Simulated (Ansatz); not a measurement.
Si3NH9: several calculations on one system

## 1. Relaxation

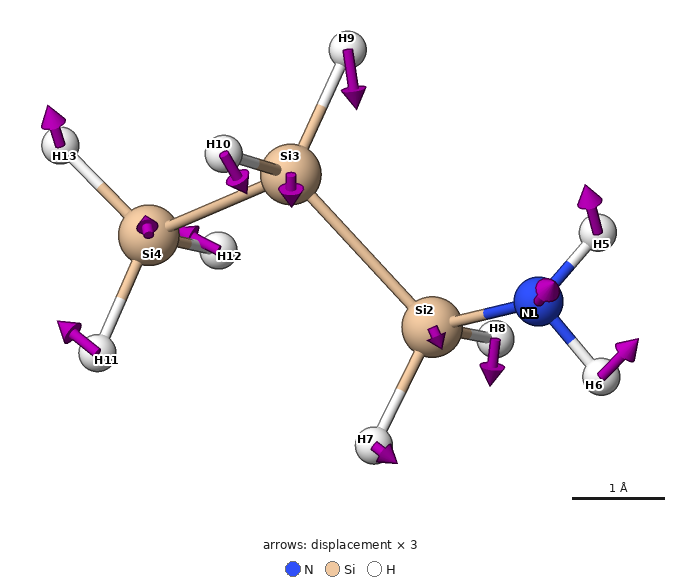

A relaxation of Si₃NH₉. The starting structure is drawn; purple arrows show the displacements, 3 times their true length. The two geometries are superimposed by the best rigid fit.

A ball-and-stick model, seen at a tilt.

The run prepares an end point of a later path (inversion) calculation, from a guessed geometry.

Method: RKS BLYP-D4/STO-3G in Ansatz 0.2.0.

The input:
```yaml
crystal:
  periodic: [false, false, false]
  atoms:
    - { symbol: "N", position_ang: [-1.1887, 2.2899, -0.7178] }
    - { symbol: Si, position_ang: [-0.7747, 0.6949, -0.7658] }
    - { symbol: Si, position_ang: [0.7323, 0.1299, 0.8367] }
    - { symbol: Si, position_ang: [1.219, -2.0986, 0.5007] }
    - { symbol: H, position_ang: [-1.7769, 2.5202, 0.0925] }
    - { symbol: H, position_ang: [-1.8612, 2.5403, -1.5124] }
    - { symbol: H, position_ang: [-0.2264, 0.4491, -2.1235] }
    - { symbol: H, position_ang: [-1.9925, -0.0391, -0.595] }
    - { symbol: H, position_ang: [0.2111, 0.3897, 2.2566] }
    - { symbol: H, position_ang: [2.0305, 0.9139, 0.7405] }
    - { symbol: H, position_ang: [1.6807, -2.3453, -0.8373] }
    - { symbol: H, position_ang: [-0.1022, -2.8691, 0.6577] }
    - { symbol: H, position_ang: [2.0694, -2.6106, 1.4818] }
basis:
  gaussian: { orbitals: STO-3G }
hamiltonian:
  xc: blyp
  dispersion: d4
relax:
  f_tol: 0.015
  max_steps: 40
```

Command:
```bash
ansatz run input.yaml --threads 1 --pin off --max-ram 2048MiB --backend cpu --events-out ev --progress --plain --runs-dir out
```

What did the optimiser do to the structure, and how much energy did it gain?

The atom that moves furthest after the best rigid fit is H9 (0.23 Å). Largest moves by element: H 0.23 Å, N 0.20 Å, Si 0.14 Å. Near-neighbour distances that change, for instance: N1–Si2 1.649 → 1.820 Å, Si4–H12 1.537 → 1.455 Å, Si3–H9 1.535 → 1.457 Å, Si3–H10 1.520 → 1.456 Å. Bond angles that change, for instance: N1–Si2–H8 106.2° → 113.6°, Si2–Si3–Si4 106.1° → 112.7°, Si2–N1–H5 112.6° → 106.7°. The energy falls by 76.8 kJ/mol in 7 accepted moves (8 points after the start). The largest force component goes from 4.8 to 0.014 eV/Å. The line search rejected the trial step at point 5 of the run.

Limits of the set-up: STO-3G is a minimal basis, so the numbers are rough.

## 2. Relaxation

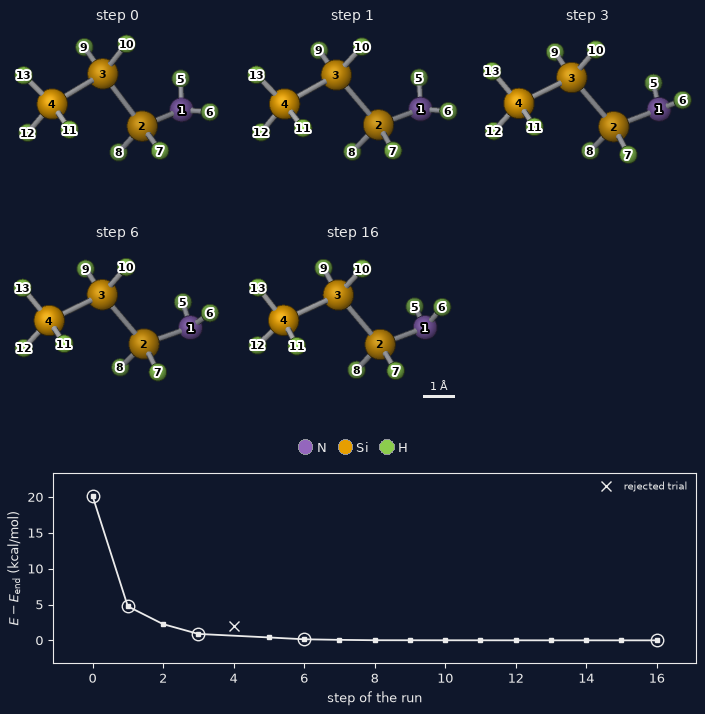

Frames of a relaxation of Si$_{3}$NH$_{9}$, marked on the history of the run. The picture is a ball-and-stick view, seen at a tilt.

The run prepares an end point of a later path (inversion) calculation, from a guessed geometry.

The calculation used RKS BLYP-D4/STO-3G (Ansatz). (no spin polarisation; force threshold 0.015 eV/Å; at most 40 steps)

**Describe the path.**

The largest move after the best rigid fit is that of H6, 0.72 Å. Largest moves by element: H 0.72 Å, N 0.28 Å, Si 0.18 Å. Near-neighbour distances that change, for instance: N1–Si2 1.649 → 1.815 Å, Si4–H12 1.537 → 1.455 Å, Si3–H9 1.535 → 1.458 Å, Si3–H10 1.520 → 1.458 Å. Among the angles between lasting bonds that change: Si2–Si3–Si4 106.1° → 114.0°, H11–Si4–H13 113.3° → 107.7°, Si2–N1–H5 112.6° → 107.2°. Groups turn about N1–Si2 by about 50°. Over 15 accepted moves (16 points after the start) the energy falls by 20.2 kcal/mol. The largest force component goes from 5.1 to 0.007 eV/Å. The line search rejected the trial step at point 4 of the run. The forces were under the threshold at step 9, but the run went on from there. The run took 81 s on 1 thread of Intel(R) Xeon(R) Processor @ 2.50GHz (Skylake/Cascade Lake) (shared host), peak memory 0.12 GiB. From step 0 to 1: H5 moves most (0.19 Å), energy −15.4 kcal/mol. From step 1 to 3: H6 moves most (0.40 Å), energy −3.85 kcal/mol. From step 3 to 6: H6 moves most (0.16 Å), energy −0.75 kcal/mol. From step 6 to 16: H6 moves most (0.23 Å), energy −0.15 kcal/mol.

Limits of the set-up: STO-3G is a minimal basis, so the numbers are rough.

## 3. Path

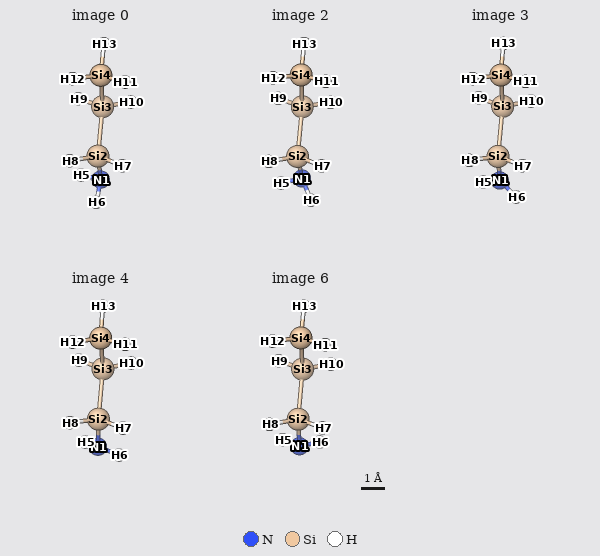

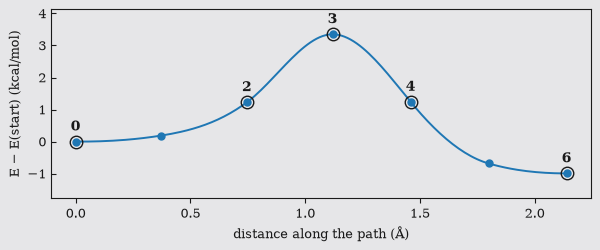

NEB run on Si3NH9. Images are numbered from 0 (start) to 6 (end). A ball-and-stick model, seen from a free direction.

These are results of RKS BLYP-D4/STO-3G in Ansatz 0.2.0, not measurements. Set-up: 5 movable images; climbing image; force threshold 0.03 eV/Å; iteration limit 60; starting path through a guess of the saddle point.

**What happens along the path, and what is the barrier?**

The motion is an umbrella inversion at N1. No bond forms or breaks between the ends. Among the angles between lasting bonds that change up to the highest image: Si2–N1–H5 106.7° → 124.0°, Si2–N1–H6 106.3° → 123.1°. The highest point, image 3, lies 3.35 kcal/mol above the start and 4.34 kcal/mol above the end; the end is at −0.99 kcal/mol relative to the start. The band converged in 11 iterations. The largest component of the band force went from 11 to 0.015 eV/Å. The climbing image converged on the top of the path. Its vibrational analysis gives one imaginary mode (394i cm⁻¹), as a transition state must have.

Limits of the set-up: STO-3G is a minimal basis, so the numbers are rough.
